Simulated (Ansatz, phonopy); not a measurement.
# GaSn (hypothetical, Fm-3m): phonons against volume, part 4 of 4

Aim: how the vibrations of GaSn (hypothetical) shift with volume, and the expansion that follows. The crystal structure is hypothetical: it was made by swapping elements on a known structure type.

Ansatz 0.2.0; DFT PBEsol, scalar-relativistic, plane waves, PAW.

So far. Step 13 (A cell at another volume, V/V0 0.97): The run ends at a pressure of 1.87 GPa. Step 14 (Lattice dynamics at this volume, V/V0 0.97): The lowest solved frequency is -22.4 cm⁻¹, so the cell is unstable here and gives no valid free energy. The highest zone-centre mode (no LO–TO term) moved by +6.7 % for a volume change of -3.0 %.

**15. Single point at a scaled cell, V/V0 1.05**

Symmetry fixes every atom, so a single point at the scaled cell gives the energy and pressure of this member.

The cell differs from the one that the last finished run ended in (a 3.979 → 4.086 Å, b 3.979 → 4.086 Å, c 3.979 → 4.086 Å).

Input file input.yaml:

```yaml
crystal:
  lattice:
    - [0.0, 2.8890729455, 2.8890729455]
    - [2.8890729455, 0.0, 2.8890729455]
    - [2.8890729455, 2.8890729455, 0.0]
  atoms:
    - { symbol: Sn, position: [0.5, 0.5, 0.5] }
    - { symbol: Ga, position: [0.0, 0.0, 0.0] }
kpoints:
  mp_grid: { grid: [12, 12, 12] }
hamiltonian:
  xc: pbesol
scf:
  occupations: { method: methfessel_paxton, width: 0.15 }
output:
  forces: true
  stress: true
  eigenvalues: true
```

On the command line:

```sh
> ansatz run input.yaml --threads 4 --pin off --max-ram 8192MiB --backend cpu --events-out ev --progress --plain --runs-dir out
```

Numbers of over 12 decimals in the logs are rounded to 6 here.

The log of the run:

```text
[...]
Crystal: 2 atoms, lattice volume = 48.229 Å³
Basis set: ecut = 420 eV, 941 PW (Γ), exchange–correlation on 60×60×60 points (8 copies of the dense FFT grid, shifted against one another)
Bands: 18, of which v1, the nominal top of the filled ones, is band 14 counted from 1 (13 counted from 0)
Symmetry: 48 space group operations
[...]
k-points: 72 of 1728
[...]
--- Band table (eV; the first three rows and the last of 72) ---
  k-point 0: bands = [... 10 lower, -1.4002, 10.6211, 10.6211, 10.6211, 10.7369, 16.2317, 16.2317, 16.2317]
  k-point 1: bands = [... 10 lower, -1.3063, 9.1946, 10.6161, 10.6161, 11.8648, 15.7772, 15.7772, 15.9384]
  k-point 2: bands = [... 10 lower, -1.0247, 7.6098, 10.6201, 10.6201, 12.5040, 14.7914, 14.7914, 15.2893]
  k-point 71: bands = [... 10 lower, 2.9246, 3.8548, 5.9978, 5.9978, 12.8621, 13.2580, 16.5852, 16.5852]
[key lines of the parts left out:]
SCF converged after 7 iterations
Free energy (F): -9692.837544 eV
Fermi energy:    9.352919 eV
P = ⅓ Tr σ = -2.3586 GPa (-23.586 kbar)
```

Run time: 0.93 s. Hardware: 4 threads of Arm Neoverse V2, shared host; peak memory 0.38 GiB; 3.1 s of CPU time.

The run ends at a pressure of -2.36 GPa.

**16. Lattice dynamics at this volume, V/V0 1.05**

Phonons at this volume give one point of F(V, T); meshes stay fixed along the series.

input.yaml, the sections that differ from step 15:

```yaml
output:
  eigenvalues: true
phonons:
  method: dfpt
  qmesh: [4, 4, 4]
  temperatures: { t_max: 1000, t_step: 50 }
  qpath:
    path:
      - [[0.0, 0.0, 0.0], [0.5, 0.0, 0.5], [0.625, 0.25, 0.625]]
      - [[0.375, 0.375, 0.75], [0.0, 0.0, 0.0], [0.5, 0.5, 0.5], [0.5, 0.25, 0.75], [0.5, 0.0, 0.5]]
    npoints: 10
# crystal, kpoints, hamiltonian, scf: as in step 15
```

The log of the run:

```text
[...]
Crystal: 2 atoms, lattice volume = 48.229 Å³
Basis set: ecut = 420 eV, 941 PW (Γ), exchange–correlation on 60×60×60 points (8 copies of the dense FFT grid, shifted against one another)
Bands: 18, of which v1, the nominal top of the filled ones, is band 14 counted from 1 (13 counted from 0)
Symmetry: 48 space group operations
k-points: 72 of 1728
[...]
k-point 71: bands = [... 10 lower, 2.9246, 3.8547, 5.9978, 5.9978, 12.8621, 13.2579, 16.5851, 16.5851]
[...]
ASR residual: 4.632e-5 → 0.000e0 eV/Å²; symmetrization residual: 1.404e-5 eV/Å²
  ASR residual per site (eV/Å²): 4.63e-5 1.40e-5
  Γ frequencies (cm⁻¹): 0.00 0.00 0.00 130.03 130.03 130.03
--- Phonons (arbitrary-q DFPT): 8 irreducible q on the 4×4×4 mesh ---
[...]
interpolated dispersion: 62 rows × 6 modes
[...]
[key lines of the parts left out:]
SCF converged after 10 iterations
Free energy (F): -9692.837544 eV
Fermi energy:    9.352876 eV
```

It took 4.9 min on 4 threads; peak memory 3.5 GiB; 19 min of CPU time.

No LO-TO term. Phonon branches along the path, in cm⁻¹:

| point | branch 1 | branch 2 | branch 3 | branch 4 | branch 5 | branch 6 |
| --- | --- | --- | --- | --- | --- | --- |
| Γ | 0 | 0 | 0 | 130 | 130 | 130 |
| X | -11 | -11 | 27 | 142 | 142 | 156 |
| U | 39 | 40 | 48 | 124 | 129 | 148 |
| jump to K | 39 | 40 | 48 | 124 | 129 | 148 |
| Γ | 0 | 0 | 0 | 130 | 130 | 130 |
| L | 59 | 59 | 79 | 93 | 93 | 107 |
| W | 15 | 15 | 78 | 104 | 146 | 146 |
| X | -11 | -11 | 27 | 142 | 142 | 156 |

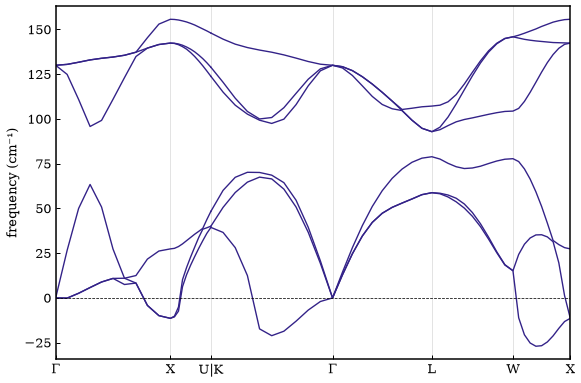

Phonon branches along the path.

The lowest solved frequency is -11.4 cm⁻¹, so the cell is unstable here and gives no valid free energy. The highest zone-centre mode (no LO–TO term) moved by -10.7 % for a volume change of +5.0 %.

**17. Mode Grüneisen parameters**

This step: DFT PBEsol, scalar-relativistic, plane waves, PAW (phonopy 4.10.0).

Volume series, by row:

```
 V/V0  V (Å³/atom)  pressure (GPa)  E - E0 (meV/atom)  gap (eV)  zero-point energy (meV/atom)  lowest on the path (cm⁻¹)  highest at Gamma without the LO-TO term (cm⁻¹)
 0.97        22.28           1.871              3.824         0                             -                      -34.7                                           155.3
0.985        22.62            0.89              0.914         0                             -                     -33.51                                           150.4
    1        22.97           0.009                  0         0                             -                     -32.22                                           145.6
1.015        23.31          -0.779              0.881         0                             -                     -30.79                                           140.8
 1.03        23.66          -1.491              3.353         0                             -                     -29.19                                             136
 1.05        24.11          -2.359              8.909         0                             -                     -27.01                                             130
```

Optical frequency at Gamma without the LO-TO term, mode 4 against V/V0:

| V/V0 | optical frequency at Gamma without the LO-TO term, mode 4 (cm⁻¹) |
| --- | --- |
| 0.9700 | 155 |
| 0.9850 | 150 |
| 1.0000 | 146 |
| 1.0150 | 141 |
| 1.0300 | 136 |
| 1.0500 | 130 |

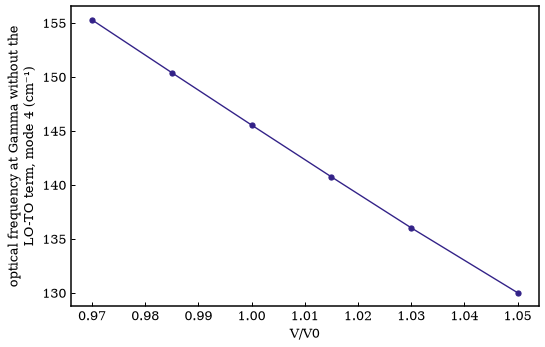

Optical frequency at Gamma without the LO-TO term, mode 4, plotted against V/V0.

**18. Summary of results**

* lowest frequency over the volumes: -34.7 cm⁻¹

**Reading.** Imaginary modes appear at V/V0 = 0.97, 0.985, 1, 1.015, 1.03 and 1.05, so too few stable volumes remain for a free-energy fit. Mode Grüneisen parameters diverge near a vanishing branch and are not given. The softest solved mode at V/V0 = 0.97 is 22i cm⁻¹ at q = (0, -0.5, -0.5), and 1 of 8 solved wavevectors carry a mode beyond 8i cm⁻¹. In a metal soft modes also hang on the k-mesh and the smearing, which were not converged here. The PAW files were made for PBE and are used here under another functional, for which the program regenerates the frozen cores.

[Logs are printed without paths, hosts, clocks, repeated set-up lines and the standing remarks that a program may print on its own settings, such as how far it seeks lower states.]

[Hosts, paths, dates, database ids (printed as entryN), source tags and the programs' standing remarks are cut or masked in the printed files.]

[A step with changed settings may run another functional than the one named; its input shows which.]

[Of the runs on displaced cells, only some may be shown.]
